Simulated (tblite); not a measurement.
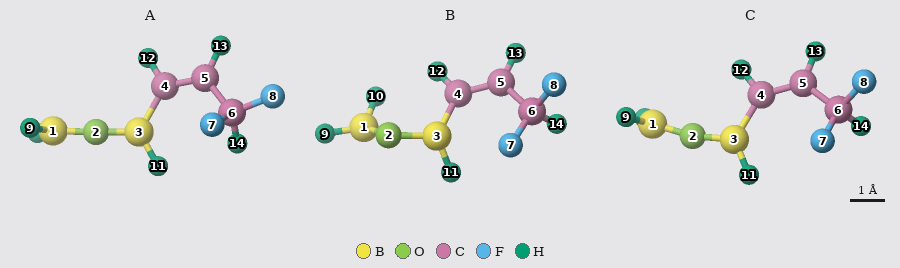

3 geometries from one relaxation of C₃H₆B₂F₂O, in shuffled order. The picture is a ball-and-stick view, seen at a tilt.

All numbers below come from GFN2-xTB geometry optimisation, gas phase (tblite 0.8.0). 

### Order the frames from highest to lowest energy.

B, C, A. They are steps 0, 29, 104, at +47.4 kcal/mol, +3.49 kcal/mol relative to the last. After 104 geometry steps the energy has fallen by 47.4 kcal/mol. The atom that moves furthest after the best rigid fit is H10 (1.63 Å). Largest moves by element: H 1.63 Å, O 1.12 Å, F 0.90 Å, B 0.74 Å, C 0.31 Å. Some distances before and after: B1–O2 1.476 → 1.295 Å, O2–B3 1.463 → 1.298 Å, B3–H11 1.207 → 1.180 Å, B1–H10 1.196 → 1.180 Å. Bond angles that change, for instance: B1–O2–B3 112.0° → 178.3°, C5–C6–H14 103.5° → 113.7°, O2–B3–H11 113.5° → 119.4°. Groups turn about C5–C6 by about 60°.
